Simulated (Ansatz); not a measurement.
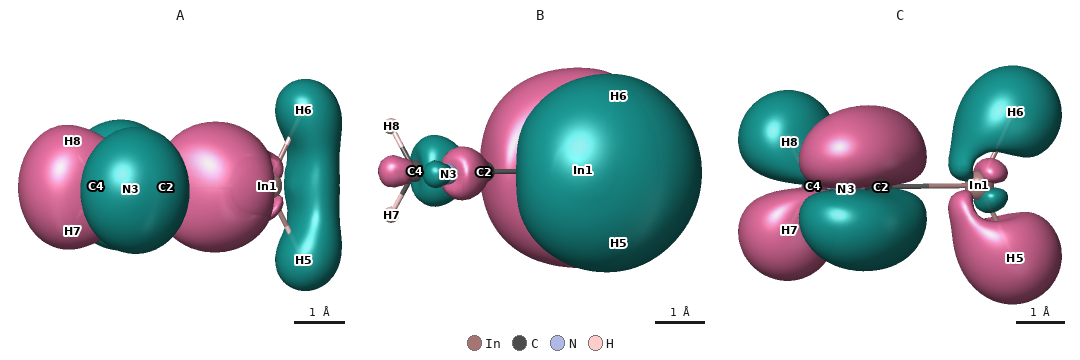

The picture shows: C2H4InN (SMILES [InH2][C]1=NC1). Three frontier orbitals at ±0.06 Å⁻³ᐟ² (teal and pink are the two phases), in no order.

Geometry: PBE0-D4/def2-TZVP; core potentials replace the inner electrons of In.

Level of theory: Ansatz, RKS PBE0-D4/def2-TZVPP.

```yaml
atoms:
  - { symbol: In, position_ang: [-0.9543, 1.5987, -0.1927] }
  - { symbol: C, position_ang: [0.3756, -0.0393, 0.1670] }
  - { symbol: N, position_ang: [1.5019, -0.3348, 0.6398] }
  - { symbol: C, position_ang: [0.6988, -1.4752, 0.0942] }
  - { symbol: H, position_ang: [-0.8372, 2.3751, -1.7163] }
  - { symbol: H, position_ang: [-2.0965, 1.9567, 1.0340] }
  - { symbol: H, position_ang: [1.0371, -1.9127, -0.8413] }
  - { symbol: H, position_ang: [0.2746, -2.1687, 0.8153] }
```

> Order the three orbitals by energy and name them.

C is the HOMO−1 (−8.08 eV). By Hirshfeld shares it lies mainly on N3 (about 30 %), C2 (about 20 %), C4 (about 15 %), H8 (about 10 %), H7 (about 10 %) and In1 (about 10 %). A is the HOMO (−7.00 eV). By Hirshfeld shares it lies mainly on C4 (about 30 %), N3 (about 30 %), C2 (about 20 %) and In1 (about 10 %). B is the LUMO (−2.14 eV). It lies mainly on In1 (about 85 %).

> What is the HOMO–LUMO gap?

4.86 eV between the orbital energies.
